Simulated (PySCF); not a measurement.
## NMR shielding calculation of C$_{5}$H$_{16}$AlNO

System: C$_{5}$H$_{16}$AlNO.
Method: GIAO PBE0/pcSseg-1 NMR shielding, non-relativistic, gas phase (PySCF 2.14.0).

The geometry comes from this level: GFN2-xTB. Figures and captions count atoms from 1; the log counts them from 0 in places.

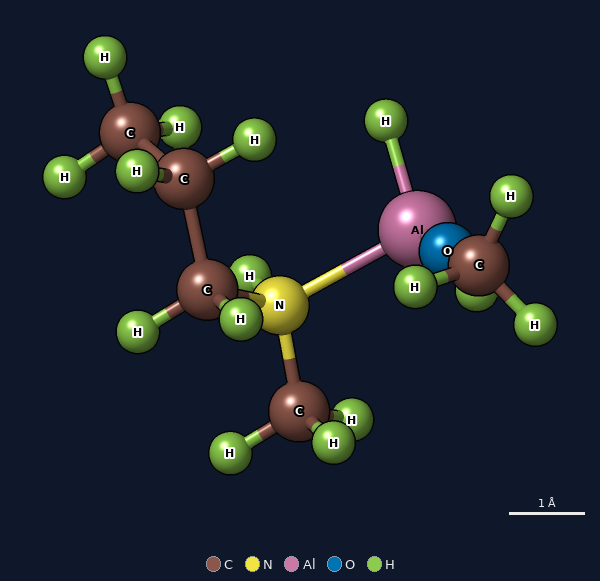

**Figure 1.** The input geometry (ball-and-stick view, seen at a tilt). Sticks mark near contacts.

**The input**
```
{"job": {"kind": "nmr", "xc": "PBE0", "basis": "pcSseg-1"}, "charge": 0, "multiplicity": 1}
C      2.668875     0.257037     1.008995
C      1.384473     1.019331     0.704943
C      0.805285     0.685839    -0.664653
N      0.358738    -0.702990    -0.734959
C     -0.144138    -1.038098    -2.060125
Al    -1.051630    -1.309445     0.702199
O     -2.140677    -0.058015     0.678033
C     -3.098353     0.947789     0.723275
H      2.464093    -0.801141     1.157102
H      3.390108     0.370180     0.200482
H      3.119018     0.635716     1.922687
H      0.629897     0.774735     1.455971
H      1.580697     2.092839     0.741097
H     -0.070791     1.314213    -0.847944
H      1.548165     0.891579    -1.451752
H      1.162717    -1.298034    -0.542701
H     -0.443321    -2.084635    -2.074317
H      0.602113    -0.858944    -2.841419
H     -1.027011    -0.432399    -2.262573
H     -0.157694    -1.431913     1.968988
H     -1.507069    -2.627119     0.014527
H     -2.699421     1.878027     0.303081
H     -3.402346     1.137848     1.756586
H     -3.983464     0.657364     0.150036
```

The first line tells a small driver script what to run in PySCF; the rest is the geometry in Å.

Run as:
```bash
OMP_NUM_THREADS=1 python <driver script> task.json out
```

**The program's output**
```
coarse grid: 19128 points
cycle   1  E = -571.8665393406  dE =  5.824e-01  |g| = 8.094e-01  |ddm| = 4.035e+00
cycle   2  E = -571.6514302767  dE =  2.151e-01  |g| = 1.332e+00  |ddm| = 2.213e+00
cycle   3  E = -571.9957812929  dE = -3.444e-01  |g| = 1.282e-01  |ddm| = 1.639e+00
cycle   4  E = -571.9986805574  dE = -2.899e-03  |g| = 4.954e-02  |ddm| = 1.326e-01
cycle   5  E = -571.9992718901  dE = -5.913e-04  |g| = 9.680e-03  |ddm| = 4.521e-02
cycle   6  E = -571.9992936824  dE = -2.179e-05  |g| = 2.314e-03  |ddm| = 1.014e-02
cycle   7  E = -571.9992947824  dE = -1.100e-06  |g| = 6.559e-04  |ddm| = 2.106e-03
final grid: 176088 points
cycle   8  E = -572.0561046589  dE = -5.957e-05  |g| = 1.225e-02  |ddm| = 3.543e-02
cycle   9  E = -572.0560848406  dE =  1.982e-05  |g| = 1.611e-02  |ddm| = 1.991e-02
cycle  10  E = -572.0561365157  dE = -5.168e-05  |g| = 1.904e-03  |ddm| = 1.193e-02
cycle  11  E = -572.0561372292  dE = -7.135e-07  |g| = 2.261e-04  |ddm| = 1.754e-03
cycle  12  E = -572.0561372396  dE = -1.036e-08  |g| = 6.740e-05  |ddm| = 2.599e-04
cycle  13  E = -572.0561372404  dE = -8.449e-10  |g| = 2.756e-05  |ddm| = 7.437e-05
```

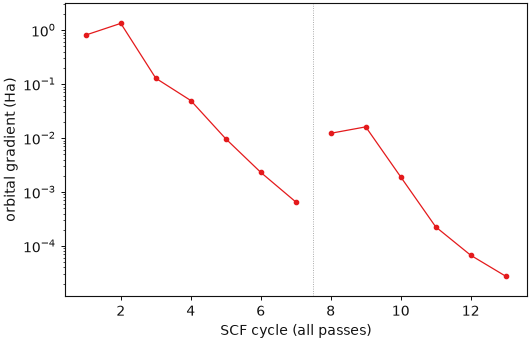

**Figure 2.** Convergence of the self-consistent field: orbital gradient against the SCF cycle. The dotted line marks the change from a coarse to the final integration grid. The first 7 cycles use a coarse grid, the final grid takes over at cycle 8, and the field converges after 13 cycles in all.

```
converged SCF energy = -572.0561372404

GIAO shielding tensors (ppm)
atom      isotropic    diamagn.    paramagn.     s11        s22        s33       span
  0 C      174.013     248.930     -74.918    156.834    176.549    188.655     31.821
  1 C      162.422     249.524     -87.102    156.249    159.822    171.196     14.946
  2 C      130.614     250.323    -119.710    108.938    128.121    154.782     45.844
  3 N      212.431     325.293    -112.862    193.556    210.220    233.516     39.959
  4 C      147.267     246.039     -98.772    120.322    137.662    183.818     63.496
  5 Al     456.247     798.010    -341.763    412.701    458.963    497.077     84.376
  6 O      341.217     404.329     -63.112    284.063    345.234    394.355    110.291
  7 C      131.388     238.936    -107.548    103.261    107.341    183.561     80.300
  8 H       30.463      32.058      -1.595     25.697     30.516     35.177      9.480
  9 H       31.194      30.051       1.143     26.980     28.963     37.639     10.659
 10 H       30.364      28.443       1.920     25.667     27.257     38.168     12.500
 11 H       28.979      33.805      -4.826     24.349     28.451     34.136      9.787
 12 H       30.133      31.571      -1.438     24.584     28.812     37.002     12.417
 13 H       28.647      34.686      -6.039     25.614     28.070     32.258      6.644
 14 H       29.249      33.376      -4.127     24.775     28.676     34.296      9.521
 15 H       30.462      36.566      -6.104     21.511     31.059     38.816     17.305
 16 H       28.397      29.890      -1.493     23.447     26.635     35.108     11.661
 17 H       29.436      29.520      -0.084     24.868     27.277     36.164     11.296
 18 H       29.089      30.823      -1.734     24.794     27.879     34.595      9.800
 19 H       27.615      32.647      -5.032     23.984     27.057     31.804      7.820
 20 H       27.899      32.020      -4.120     24.552     26.366     32.780      8.229
 21 H       27.673      30.284      -2.612     22.550     26.303     34.165     11.615
 22 H       27.451      27.416       0.036     23.003     24.837     34.514     11.511
 23 H       27.458      27.233       0.225     23.115     24.851     34.409     11.294
```

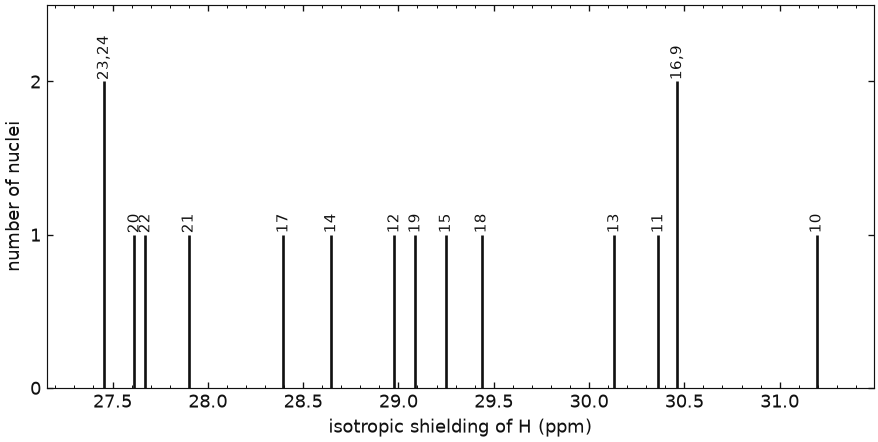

**Figure 3.** Isotropic shieldings of the hydrogen nuclei in this fixed geometry, labelled by atom number; shielding grows to the right, so chemical shift grows to the left. The least shielded is H23 (27.5 ppm), the most shielded H10 (31.2 ppm).

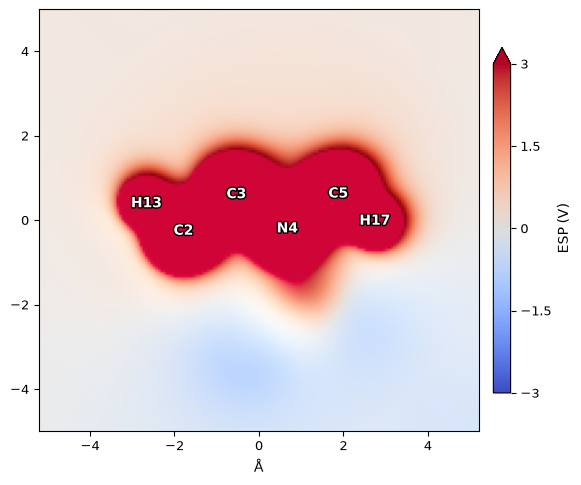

**Figure 4.** Electrostatic potential on the plane of atoms C2, C3 and N4. The plane passes through C, N and H nuclei.

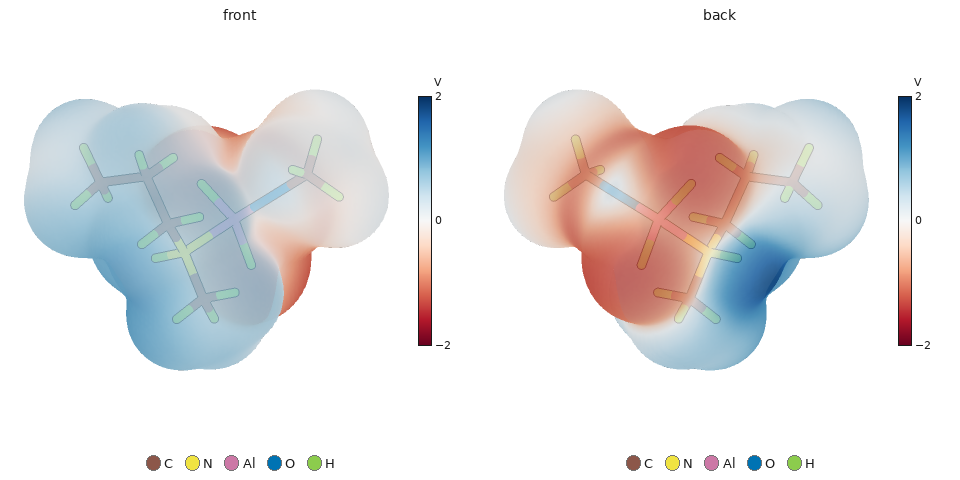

**Figure 5.** The electrostatic potential painted on the density surface at 0.001 e/bohr³, seen face on and from behind; red is negative and blue positive.

**Results in brief**

```csv
quantity,value
outcome,converged
total energy,−572.056137 hartree
HOMO,−6.57 eV
LUMO,0.82 eV
dipole moment,4.87 D
"isotropic shielding, C",130.6 to 174.0 ppm
"isotropic shielding, N",212.4 ppm
"isotropic shielding, Al",456.2 ppm
"isotropic shielding, O",341.2 ppm
"isotropic shielding, H",27.5 to 31.2 ppm
hardware,"1 CPU thread, shared host"
wall time,98 s
peak memory,1 GiB
```
